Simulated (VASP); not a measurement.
```xyz
6
Lattice="4.2417 0.0000 0.0000 -2.1208 3.6734 0.0000 0.0000 0.0000 10.3577" Properties=species:S:1:pos:R:3 pbc="T T T"
Ge    0.0000    0.0000    9.1341
Ge    2.1209    1.2245    5.5468
Ge    0.0000    2.4490    4.8110
Ge    0.0000    0.0000    1.2237
Sn    0.0000    2.4490    2.1546
Sn    2.1209    1.2245    8.2031
```

Space group P-3m1; a generated structure, not necessarily the stable one.

The calculation used VASP, Kohn-Sham DFT of a periodic cell, PBEsol, VASP PAW PBE potentials, recommended.

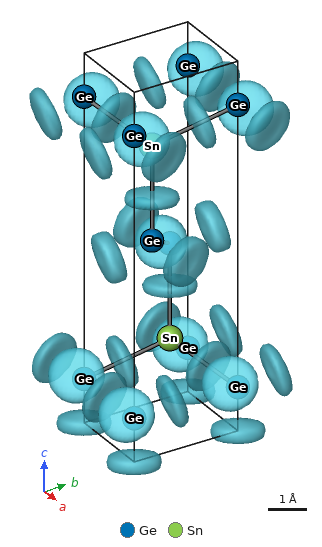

SnGe$_{2}$. Isosurface of the ELF at 0.6 (cyan), seen slightly off an axis. Core shells and regions of very low density are left out. Sticks mark near contacts.

In a PAW calculation such maps are meaningful between the atoms, not at the nuclei.

Identify the bonds, lone pairs and shells in this picture.

Answer. The ELF exceeds this value in four regions between bonded Ge–Ge atoms (shared pairs) and eight regions between bonded Ge–Sn atoms (shared pairs), counted in one cell of 6 atoms. Regions shared between cells count once.

Values along the shortest contacts:
Ge–Ge (2.45 Å): the ELF peaks at about 0.75 between the atoms. Sn–Ge (2.62 Å): the ELF peaks at about 0.70 between the atoms.
